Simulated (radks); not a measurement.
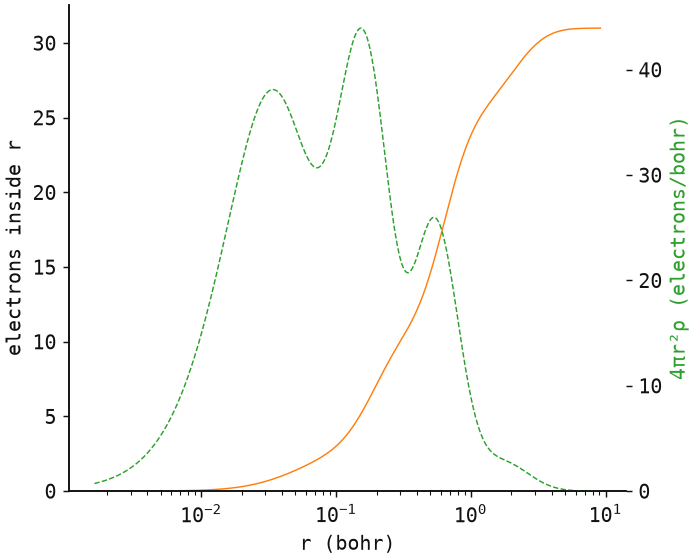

Atomic gallium (Ga) in the configuration [Ar] 3d8 4s2 4p3 (3d3/2: 4, 3d5/2: 4, 4p1/2: 2, 4p3/2: 1). Computed with the in-house radial solver radks: Dirac Kohn-Sham, LDA (Slater exchange, Perdew-Wang correlation), spin-unpolarised, spherical densities, point nucleus.

The plot shows the number of electrons inside radius r (solid) and the radial density 4πr²ρ (dashed).

### Describe it and give its main numbers.

The count levels off at 31 electrons. Half of them lie within 0.536 bohr, 90 % within 1.98 bohr and 99 % within 4.15 bohr. The radial density has minima at 0.0723 and 0.341 bohr, where the count stands at 2.1 and 10.9; these part the shells that the density resolves.
